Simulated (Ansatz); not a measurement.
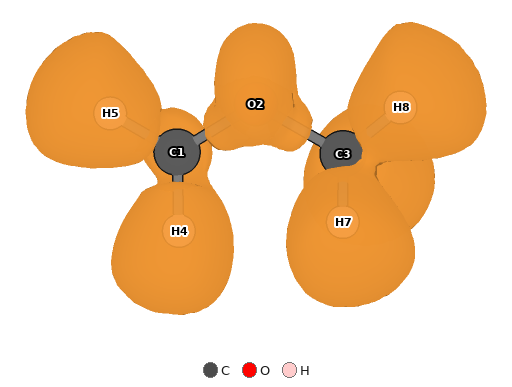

The picture shows: C2H5O (SMILES [CH2]OC) (doublet). Isosurface of the electron localisation function at 0.75 (orange), seen at a tilt. Only the valence region is drawn (cores and ρ < 0.01 e/Å³ removed).

Computed with UKS PBE-D4/def2-SVP in Ansatz.

```yaml
atoms:
  - { symbol: C, position_ang: [-0.5346, 0.8940, -0.8656] }
  - { symbol: O, position_ang: [0.5196, 0.5451, -0.0864] }
  - { symbol: C, position_ang: [0.4126, -0.7134, 0.5510] }
  - { symbol: H, position_ang: [-1.5246, 0.4537, -0.6438] }
  - { symbol: H, position_ang: [-0.4484, 1.9021, -1.2959] }
  - { symbol: H, position_ang: [0.3489, -1.5418, -0.1914] }
  - { symbol: H, position_ang: [-0.4870, -0.7613, 1.2094] }
  - { symbol: H, position_ang: [1.3182, -0.8516, 1.1714] }
```

### Where are the electrons localised?

The surface consists of one region around a hydrogen nucleus, one region on O in which the atom's valence shell and bonds are merged and two joined regions spread over several atoms (C, H), in which their bonds and any lone pairs are merged. Along the contacts the grid gives the following. C–O (1.36 Å): the ELF peaks at about 0.90 between the atoms; a shared but strongly polarised pair. C–H (1.10 Å): the ELF climbs to about 1 towards the hydrogen, as it does in any bond to H (an ordinary covalent bond to hydrogen).
